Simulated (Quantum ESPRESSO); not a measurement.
Effort and miss along a sweep of ecutwfc: CaSi (Cmcm, 4 atoms in the cell)

```
CaSi
1.0
    2.34595    -5.51732     0.00000
    2.34595     5.51732     0.00000
    0.00000     0.00000     3.99680
Si Ca
2 2
Direct
  0.93000   0.07000   0.25000
  0.07000   0.93000   0.75000
  0.64000   0.36000   0.25000
  0.36000   0.64000   0.75000
```

Method: PBEsol, GBRV 1.5 ultrasoft (PBESOL) pseudopotentials (plane waves; Quantum ESPRESSO).

Base settings: ecutwfc = 40 Ry; ecutrho = 200 Ry; occupations = smearing; smearing = marzari-vanderbilt; degauss = 0.0073499 Ry; potentials = {Si: si_pbesol_v1.uspp.F.UPF, Ca: ca_pbesol_v1.uspp.F.UPF}; K_POINTS = automatic 8 8 8 0 0 0; conv_thr = 1e-08 Ry.

Misses are taken against the tightest run, 80 Ry (ecutrho: 200 Ry → 400 Ry), which need not be fully converged itself. The energy is the free energy per atom.

The count of work is k-points × plane waves × bands × iterations; it is no time, and leaves out set-up, grids and terms that scale otherwise. Core times come from one kind of shared machine and are given to one figure; runs under 30 s give none.

The starting cell comes from a database of published, mostly measured structures (it also holds non-ambient and calculated ones), without a prior relaxation at this level. Its lattice was rescaled by a random factor within 2.5 % of one. In the base run, with a pressure of about -5 GPa the cell is away from its equilibrium volume at this level.

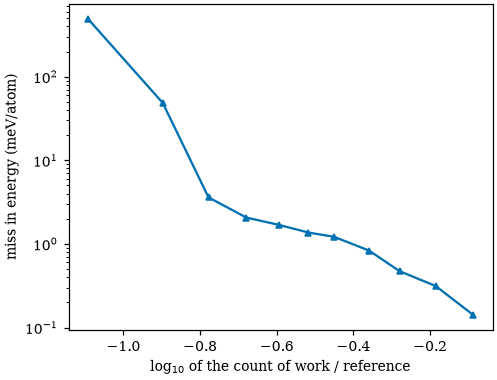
Figure: Miss against the count of work; the reference run is not drawn, and misses under 0.1 meV/atom are drawn there.

| ecutwfc | energy less reference (meV/atom) | pressure less reference (GPa) | count of work / reference | core time / reference (rough) |
|---|---|---|---|---|
| 16 Ry (ecutrho: 200 Ry → 80 Ry) | 492.10 | -17.32 | 0.081 | – |
| 20 Ry (ecutrho: 200 Ry → 100 Ry) | 48.50 | -2.63 | 0.13 | 0.1 |
| 24 Ry (ecutrho: 200 Ry → 120 Ry) | 3.60 | -0.17 | 0.17 | 0.1 |
| 28 Ry (ecutrho: 200 Ry → 140 Ry) | 2.06 | 0.00 | 0.21 | 0.2 |
| 32 Ry (ecutrho: 200 Ry → 160 Ry) | 1.69 | -0.01 | 0.25 | 0.2 |
| 36 Ry (ecutrho: 200 Ry → 180 Ry) | 1.37 | 0.00 | 0.30 | 0.3 |
| 40 Ry | 1.22 | -0.01 | 0.35 | 0.3 |
| 46 Ry (ecutrho: 200 Ry → 230 Ry) | 0.83 | -0.01 | 0.44 | 0.3 |
| 52 Ry (ecutrho: 200 Ry → 260 Ry) | 0.47 | -0.01 | 0.53 | 0.4 |
| 60 Ry (ecutrho: 200 Ry → 300 Ry) | 0.31 | 0.00 | 0.65 | 0.5 |
| 70 Ry (ecutrho: 200 Ry → 350 Ry) | 0.14 | -0.01 | 0.82 | 0.7 |
| 80 Ry (ecutrho: 200 Ry → 400 Ry) | 0.00 | 0.00 | 1.0 | 1 |

Coarsest setting among those run that, with all tighter ones, holds the energy within 10 meV/atom of the reference: 24 Ry (ecutrho: 200 Ry → 120 Ry), off by 3.6 meV/atom; it needs 0.17 of the reference's count of work and about 0.1 of the reference's time.

The step from 28 Ry (ecutrho: 200 Ry → 140 Ry) to 52 Ry (ecutrho: 200 Ry → 260 Ry): it takes the miss in the energy from 2.1 to 0.47 meV/atom, for 2.5 times the count of work and roughly 3 times the time.
